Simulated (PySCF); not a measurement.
C4H7AlF3N (SMILES [F][AlH2-][N+]#CCCC(F)F)

```yaml
atoms:
  - { symbol: F, position_ang: [3.1806, -0.2714, -1.0953] }
  - { symbol: Al, position_ang: [3.0604, -0.8920, 0.4469] }
  - { symbol: N, position_ang: [1.6623, 0.4349, 1.0549] }
  - { symbol: C, position_ang: [0.7000, 0.8421, 0.5833] }
  - { symbol: C, position_ang: [-0.5001, 1.2892, -0.0518] }
  - { symbol: C, position_ang: [-1.3729, 0.0778, -0.4269] }
  - { symbol: C, position_ang: [-2.1131, -0.4562, 0.7931] }
  - { symbol: F, position_ang: [-1.2597, -0.7519, 1.7970] }
  - { symbol: F, position_ang: [-2.9503, 0.4952, 1.2822] }
  - { symbol: H, position_ang: [2.1702, -2.1610, 0.5201] }
  - { symbol: H, position_ang: [4.2574, -0.7046, 1.3881] }
  - { symbol: H, position_ang: [-0.2087, 1.8370, -0.9522] }
  - { symbol: H, position_ang: [-1.0494, 1.9648, 0.6113] }
  - { symbol: H, position_ang: [-2.1169, 0.3778, -1.1654] }
  - { symbol: H, position_ang: [-0.7541, -0.7199, -0.8408] }
  - { symbol: H, position_ang: [-2.7134, -1.3528, 0.5790] }
```

Geometry: GFN2-xTB.

Level of theory: CAM-B3LYP/def2-SVPD, SCF density, gas phase (PySCF 2.14.0).

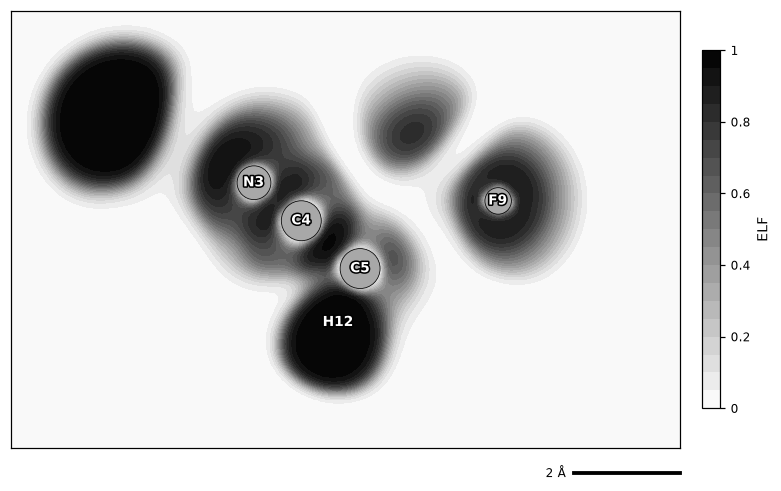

Figure 1. ELF on the plane of atoms C4, C5 and H12. Grey discs cover the atomic cores.

Question: What do the fields say about this system?

Answer: The plane passes through N, C, F and H nuclei.
C–N (1.15 Å): the ELF peaks at about 0.85 between the atoms; a multiple bond.
C–C (1.43 Å): the ELF peaks at about 0.95 between the atoms (localised, covalent bonding).
C–H (1.09 Å): the ELF climbs to about 1 towards the hydrogen, as it does in any bond to H (an ordinary covalent bond to hydrogen).
The ELF also peaks beside F9 and F8, away from the bonds: lone-pair regions.

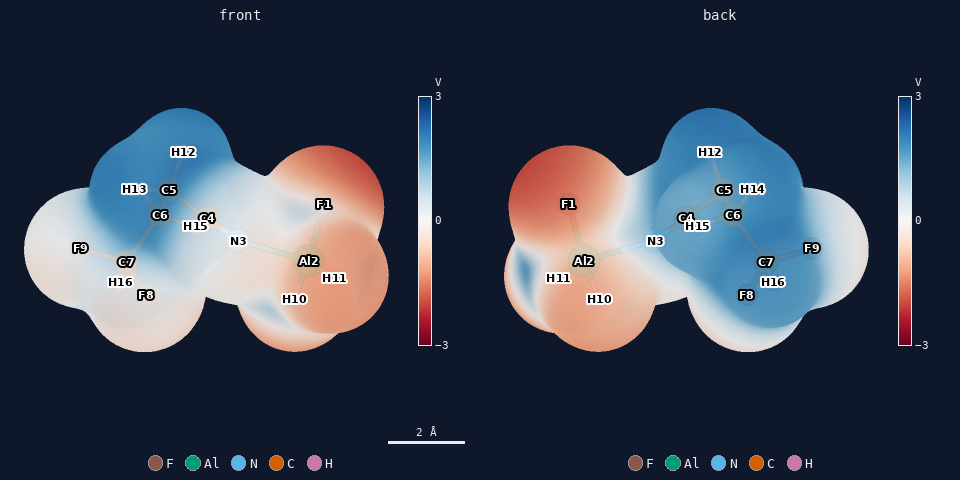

Figure 2. The electrostatic potential painted on the density surface at 0.002 e/bohr³, seen from the front and from behind; the colour scale runs from red (negative) to blue (positive).

Question: Where is the surface potential most negative and most positive?

Answer: The most negative region (about −1.9 V, or −44 kcal/mol for a unit charge) lies over F1, the most positive (about +2.1 V, or +48 kcal/mol for a unit charge) over H12.

Question: What dipole moment does the calculation give?

Answer: Its dipole moment is 7.38 D.
